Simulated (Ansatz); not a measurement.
Si₅GeN₈

```xyz
14
Lattice="-3.8254 0.0000 6.6372 0.0000 -2.9337 0.0000 7.6841 0.0000 0.0192" Properties=species:S:1:pos:R:3 pbc="T T T"
Si    1.4251   -1.4668    5.4849
Si    5.4581    0.0000    1.5481
Si    3.6010    0.0000    3.9350
Si    0.2261   -1.4668    2.6812
Ge   -1.6073   -1.4668    5.1129
Si    2.4626    0.0000    1.2053
N     0.0724   -1.4668    4.4054
N     3.8567    0.0000    2.2277
N     2.8041   -1.4668    4.4307
N     1.4567    0.0000    6.4431
N    -2.5303    0.0000    4.6383
N     6.3022   -1.4668    2.0079
N     1.0283    0.0000    2.1853
N     2.4551   -1.4668    0.2888
```

Space group Pm; a structure from a database of computed crystals, not necessarily the ambient phase; started from the beta-nitride host prototype, which need not be the ambient phase; computed pressure about 6 GPa in this cell.

Theory: DFT, PBE, plane waves, PAW (Ansatz 0.2.0).

What will maps of the valence pseudo-density and electron localisation function show?

Answer. Si–N (1.73 Å): ρ is about 1.1 e/Å³ halfway; the ELF peaks at about 0.90 between the atoms, as expected for a polar covalent bond.
Ge–N (1.82 Å): the density is about 1 e/Å³ at the midpoint; the ELF peaks at about 0.85 in the valence shell of N, 0.7 Å from its nucleus, and is about 0.60 at the midpoint.
Si–N (1.73 Å): ρ at the midpoint is about 1.1 e/Å³; the ELF peaks at about 0.90 between the atoms; a shared but strongly polarised pair.

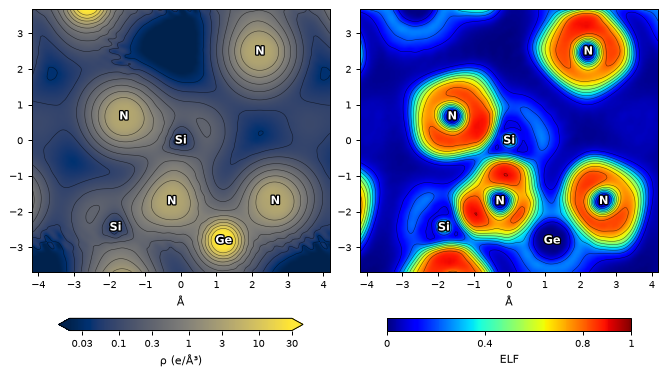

Computed valence pseudo-density and electron localisation function on the (010) plane of the conventional cell, in this order. 
